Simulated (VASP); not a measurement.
```
CELL_PARAMETERS angstrom
      0.00000     3.39841     3.39841
      3.39841     0.00000     3.39841
      3.39841     3.39841     0.00000
ATOMIC_POSITIONS crystal
  Sr 0.00000 0.00000 0.00000
  Te 0.50000 0.50000 0.50000
```

All values below come from revPBE GGA, VASP's PBE PAW potentials (set 64) (plane waves; VASP 6.6.1). Numerical set-up: 520 eV cut-off, 8×8×8 Γ-centred mesh, tetrahedra with Blöchl corrections, potentials Sr_sv Te.

Unless said otherwise, spin-orbit coupling is left out, though it shifts the bands of the heavy elements here.

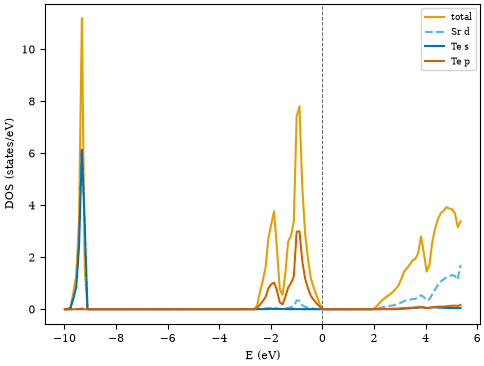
Fig. 1. Total and projected density of states, zero at the valence-band maximum

Within 2 eV below the valence-band maximum the largest weight inside VASP's projection spheres is Te p.

The gap is indirect, 1.92 eV, from the valence maximum at Γ to the conduction minimum at X.

The compound is SrTe in the rock salt structure. It was relaxed first, which changed the volume by +6 %.
